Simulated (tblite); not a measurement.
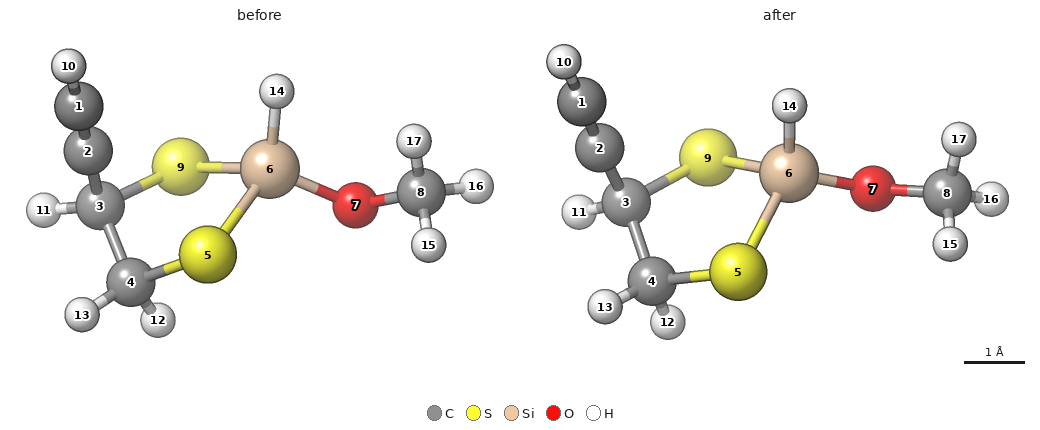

The structure of C$_{5}$H$_{8}$OS$_{2}$Si before (left) and after (right) a relaxation, at one scale.

A ball-and-stick model, seen at a tilt.

These are results of GFN2-xTB geometry optimisation, gas phase in tblite 0.8.0, not measurements. 

Describe what moved and what it gained.

The atom that moves furthest after the best rigid fit is H14 (0.52 Å). Largest moves by element: H 0.52 Å, S 0.34 Å, C 0.32 Å, O 0.30 Å, Si 0.20 Å. Near-neighbour distances that change, for instance: C2–S5 2.750 → 3.211 Å, Si6–O7 1.690 → 1.607 Å, Si6–S9 2.172 → 2.122 Å, C2–C3 1.491 → 1.441 Å. Bond angles that change, for instance: Si6–O7–C8 114.5° → 127.6°, S9–C3–H11 113.6° → 105.1°, C3–C4–S5 106.0° → 112.6°. Groups turn about O7–C8 by about 30°. After 82 geometry steps the energy has fallen by 13.4 kcal/mol.
